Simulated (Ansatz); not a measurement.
**One shape, several levels: doublet CH6Si+**

Aim: a comparison of 4 runs (U-wB97X/STO-3G, UPBE/STO-3G, UCCSDTQ/STO-3G, FCI/STO-3G) of doublet CH6Si+. 

The results are computed with Ansatz 0.2.0.

47 further runs of the same task are left out: 1 that didn't finish, 46 set aside as unsound or not needed.

### Step 1. The structure to begin with

CH6Si+ has 8 atoms, charge +1, and is taken as a doublet. SMILES of the parent species: `C[SiH3]`. The shape is that of a PBE0-D4/def2-TZVP optimisation. That shape belongs to the parent species and isn't relaxed for this state.

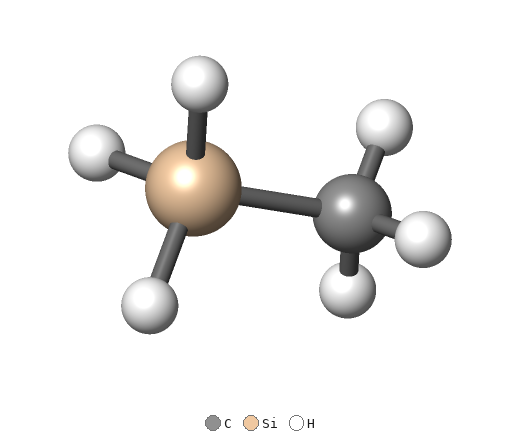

The structure, seen from a chosen angle (carbon grey, silicon light orange, hydrogen white).

### Step 2. A single-point energy at U-wB97X/STO-3G (run 1)

File molecule.yaml:

```yaml
crystal:
  periodic: [false, false, false]
  atoms:
    - {symbol: C, position_ang: [-0.181500, 0.239740, -0.940300]}
    - {symbol: Si, position_ang: [0.162420, -0.214550, 0.841500]}
    - {symbol: H, position_ang: [-1.240470, 0.112510, -1.175580]}
    - {symbol: H, position_ang: [0.395470, -0.391420, -1.619800]}
    - {symbol: H, position_ang: [0.086600, 1.280720, -1.133860]}
    - {symbol: H, position_ang: [-0.624960, 0.646220, 1.765390]}
    - {symbol: H, position_ang: [1.605560, -0.040010, 1.159870]}
    - {symbol: H, position_ang: [-0.203110, -1.633210, 1.102780]}
basis:
  gaussian:
    orbitals: STO-3G
total_charge: 1
magnetization:
  spin_polarized: true
  initial_magnetization: 1
hamiltonian:
  xc: {name: wB97X}
accuracy: high
```

Started as:

```bash
$ ansatz run molecule.yaml --threads 1 --pin off --max-ram 3480MiB --events-out events.jsonl --progress --plain --runs-dir runs
```

Output:

```text
Warning: RAYON_NUM_THREADS=1 ignored (pool sized by the plan → 1); use --threads N
Functional definition: wB97X
  name "wB97X"
  parameter omega = 0.3/bohr
  parameter cx = 0.157706
  parameter cx1 = 0.726479
  parameter cx2 = 1.04760
  parameter cx3 = -5.70635
  parameter cx4 = 13.2794
  parameter css1 = -4.33879
  parameter css2 = 18.2308
  parameter css3 = -31.7430
  parameter css4 = 17.2901
  parameter cos1 = 2.37031
  parameter cos2 = -11.3995
  parameter cos3 = 6.58405
  parameter cos4 = -3.78132
  exchange = spin_sum(e_x_unif_sr(omega)*poly(b97_u_x, 1 - cx, cx1, cx2, cx3, cx4)) + cx*exact_x_sr(omega)
      + exact_x_lr(omega)
  correlation = spin_sum(e_c_pw_same_spin*poly(b97_u_same, 1, css1, css2, css3, css4))
      + integral(e_c_pw_opposite_spin*poly(b97_u_opposite, 1, cos1, cos2, cos3, cos4))
361 factors; integrals over basis functions are off by at most 5.4e-9 eV
170 factors; integrals over basis functions are off by at most 1.6e-9 eV
mean field evaluation 1: about -8895.6231 eV, gradient 1.4e1 eV
mean field evaluation 2: about -8896.7408 eV, gradient 8.9e0 eV
mean field evaluation 4: about -8897.2265 eV, gradient 3.5e-1 eV
mean field evaluation 8: about -8897.2013 eV, gradient 3.4e-1 eV
mean field evaluation 16: about -8897.5980 eV, gradient 2.4e-2 eV
mean field evaluation 32: about -8897.5823 eV, gradient 1.2e0 eV
mean field -8897.59797746 eV, -326.9806946633 hartree, gradient 4.7e-8 eV, S^2 0.752597; 4 other end points of the search recorded, 0 dependent functions left out
reference -8897.59797556 eV, -326.9806945932 hartree; 13, 12 occupied and 7, 8 virtual orbitals, 361 factors
Total energy: -8897.59797556 eV, -326.9806945932 hartree
```

Run time: 14 s. Hardware: 1 thread of Arm Neoverse V2, shared host; peak memory 0.47 GiB.

### Step 3. A single-point energy at UPBE/STO-3G (run 2)

File job.yaml:

```yaml
crystal:
  periodic: [false, false, false]
  atoms:
    - {symbol: C, position_ang: [-0.181500, 0.239740, -0.940300]}
    - {symbol: Si, position_ang: [0.162420, -0.214550, 0.841500]}
    - {symbol: H, position_ang: [-1.240470, 0.112510, -1.175580]}
    - {symbol: H, position_ang: [0.395470, -0.391420, -1.619800]}
    - {symbol: H, position_ang: [0.086600, 1.280720, -1.133860]}
    - {symbol: H, position_ang: [-0.624960, 0.646220, 1.765390]}
    - {symbol: H, position_ang: [1.605560, -0.040010, 1.159870]}
    - {symbol: H, position_ang: [-0.203110, -1.633210, 1.102780]}
basis:
  gaussian:
    orbitals: STO-3G
total_charge: 1
magnetization:
  spin_polarized: true
  initial_magnetization: 1
hamiltonian:
  xc: pbe
accuracy: high
```

Started as:

```bash
$ ansatz run job.yaml --threads 1 --pin off --max-ram 3480MiB --events-out events.jsonl --progress --plain --runs-dir runs
```

Output:

```text
Warning: RAYON_NUM_THREADS=1 ignored (pool sized by the plan → 1); use --threads N
Functional definition: PBE
  name "PBE"
  parameter kappa = 0.804
  parameter beta = 0.06672455060314922
  exchange = pbe_x(kappa = kappa, mu = beta*pi^2/3)
  correlation = pbe_c(beta = beta)
361 factors; integrals over basis functions are off by at most 5.4e-9 eV
mean field evaluation 1: about -8888.4690 eV, gradient 2.1e1 eV
mean field evaluation 2: about -8879.5236 eV, gradient 3.7e1 eV
mean field evaluation 4: about -8891.4228 eV, gradient 6.6e0 eV
mean field evaluation 8: about -8891.5260 eV, gradient 6.5e0 eV
mean field evaluation 16: about -8891.9907 eV, gradient 3.1e-4 eV
mean field evaluation 32: about -8891.9228 eV, gradient 2.3e0 eV
mean field evaluation 64: about -8891.8203 eV, gradient 5.6e-1 eV
mean field -8891.99068046 eV, -326.7746302990 hartree, gradient 8.9e-8 eV, S^2 0.751476; 12 other end points of the search recorded, 0 dependent functions left out
reference -8891.99068273 eV, -326.7746303826 hartree; 13, 12 occupied and 7, 8 virtual orbitals, 361 factors
Total energy: -8891.99068273 eV, -326.7746303826 hartree
```

Run time: 7.2 s. Hardware: 1 thread of Arm Neoverse V2, shared host; peak memory 0.14 GiB.

Run 3 isn't shown in full; the table further down has it.

### Step 4. A single-point energy at FCI/STO-3G (run 4)

molecule.yaml: that of step 2 with these lines changed.

```diff
@@ -14,3 +14,7 @@
     orbitals: STO-3G
+accuracy: high
 total_charge: 1
+correlation:
+  method: fci
+  frozen_orbitals: {C: 1, H: 0, Si: 5}
 magnetization:
@@ -18,4 +22 @@
   initial_magnetization: 1
-hamiltonian:
-  xc: {name: wB97X}
-accuracy: high
```

Started as:

```bash
$ ansatz run molecule.yaml --threads 1 --pin off --max-ram 3480MiB --events-out events.jsonl --progress --plain --runs-dir runs
```

Output:

```text
Warning: RAYON_NUM_THREADS=1 ignored (pool sized by the plan → 1); use --threads N
Functional definition: HF
  name "HF"
  exchange = exact_x
  correlation = 0
361 factors; integrals over basis functions are off by at most 5.4e-9 eV
mean field evaluation 1: about -8872.9699 eV, gradient 1.2e1 eV
mean field evaluation 2: about -8873.0027 eV, gradient 1.2e1 eV
mean field evaluation 4: about -8874.2524 eV, gradient 1.7e0 eV
mean field evaluation 8: about -8874.3432 eV, gradient 2.4e-1 eV
mean field evaluation 16: about -8875.0396 eV, gradient 6.6e-3 eV
mean field evaluation 32: about -8874.6465 eV, gradient 1.3e0 eV
mean field -8875.03796930 eV, -326.1516296550 hartree, gradient 1.9e-8 eV, S^2 0.755866; 6 other end points of the search recorded, 0 dependent functions left out
6 core orbitals not correlated: weight in the atoms' cores, before any rotation towards them, 1.000 or more for the frozen orbitals, at most 0.000 for the correlated occupied ones
reference -8874.99173998 eV, -326.1499307588 hartree; 7, 6 occupied and 7, 8 virtual orbitals, 361 factors
state -8878.57691291 eV, -326.2816834340 hartree
Total energy: -8878.57691291 eV, -326.2816834340 hartree
```

Wall time 2.3 min (1 thread of Arm Neoverse V2, shared host); peak memory 1.2 GiB.

### Step 5. All runs side by side

| run | level | frozen core orbitals | energy (Eh) | ⟨S²⟩ | wall time |
| --- | --- | --- | --- | --- | --- |
| 1 | U-wB97X/STO-3G | – | -326.980695 | 0.753 | 14 s |
| 2 | UPBE/STO-3G | – | -326.774630 | 0.751 | 7.2 s |
| 3 | UCCSDTQ/STO-3G | 6 | -326.281690 | 0.756 | 36 s |
| 4 | FCI/STO-3G | 6 | -326.281683 | – | 2.3 min |

### Step 6. Summary of results

| quantity | value |
| --- | --- |
| run 4: total energy | -326.28168 Eh |
| run 4: correlation energy (6 core orbitals frozen) | -131.8 mEh |

In words: Against full CI in this basis: UCCSDTQ -0.0 mEh. Totals of different functionals can't be ranked against each other. In runs 1, 2, 3, 4 the basis is minimal, so the values are rough. All runs together took 3.2 min, the longest 2.3 min.
